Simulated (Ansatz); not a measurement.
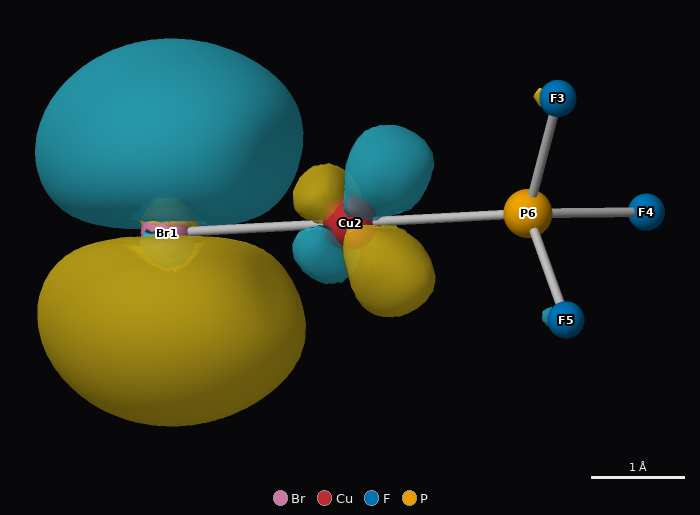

Figure 1: BrCuF3P. The HOMO at ±0.08 Å⁻³ᐟ² (yellow and cyan are the two phases), seen at a tilt.

Geometry: PBE0-D4/def2-SVP.

Level of theory: Ansatz, isolated molecule in a Gaussian basis; Kohn-Sham density functional theory, functional PBE0.

| atom | x (Å) | y (Å) | z (Å) |
| --- | --- | --- | --- |
| Br | -4.8150 | 1.0306 | 2.7911 |
| Cu | -3.1185 | 0.1887 | 1.6516 |
| F | -0.0800 | -0.7595 | 1.2680 |
| F | -1.0119 | 0.1070 | -0.7645 |
| F | -1.6045 | -2.0928 | -0.0161 |
| P | -1.4746 | -0.6286 | 0.5486 |

> Describe this orbital and give its energy.

Its weight (Hirshfeld) is mainly on Br1 (about 85 %) and Cu2 (about 10 %); largely a lone pair of Br1. It is one of a degenerate set, so its orientation is arbitrary. Its energy is −7.50 eV.
